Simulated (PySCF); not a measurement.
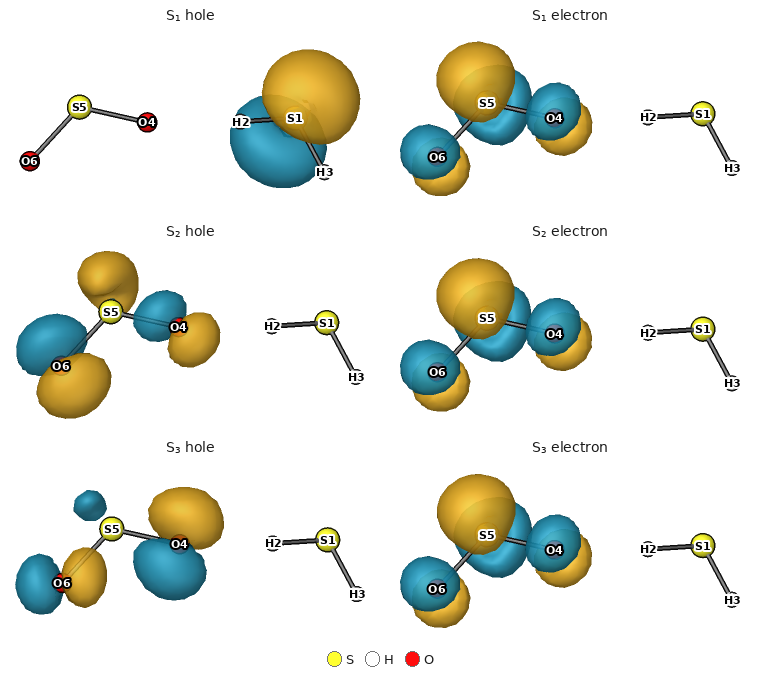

Figure 1: H$_{2}$O$_{2}$S$_{2}$, SMILES `S.O=S=O`. Leading natural transition orbitals (TDA singlet states).

Computed with PySCF, B3LYP/def2-SVP, geometry: GFN2-xTB. The pair's geometry is semi-empirical, so its contact may be too short or too long. GFN2-xTB bond lengths at metals and heavier atoms can be off by up to 0.1 Å and shapes distorted, which carries into these values. Without diffuse functions Rydberg states are missing, so the states' numbers hold for this basis only.

Cartesian coordinates (Å):

```
S1       2.7533   -0.0108   -0.1667
H2       1.5304   -0.0137    0.3533
H3       3.1295   -1.0530    0.5608
O4      -0.4028    0.0580    0.6704
S5      -1.5604    0.3709   -0.1275
O6      -2.5656   -0.6449   -0.1962
```

Q: Describe these excited states.

A: By state:
- S₁: 2.06 eV (602 nm), f = 0.002 (very weak), charge transfer, whose energy this functional puts too low; the leading pair carries 100 %; hole on S1 (91 %), electron on S5 (52 %), O6 (24 %) and O4 (23 %); their centroids lie 4.3 Å apart.
- S₂: 4.16 eV (298 nm), f = 0.005; the leading pair carries 100 %; hole on O6 (50 %), S5 (25 %) and O4 (19 %), electron on S5 (51 %), O6 (25 %) and O4 (23 %); their centroids lie 0.3 Å apart.
- S₃: 4.29 eV (289 nm), f = 0.006; the leading pair carries 100 %; hole on O4 (57 %), O6 (22 %) and S5 (15 %), electron on S5 (51 %), O6 (24 %) and O4 (23 %); their centroids lie 0.7 Å apart.

Run time: 60 s on 1 thread of Arm Neoverse V1, with other jobs on the host, peak memory 0.44 GiB.
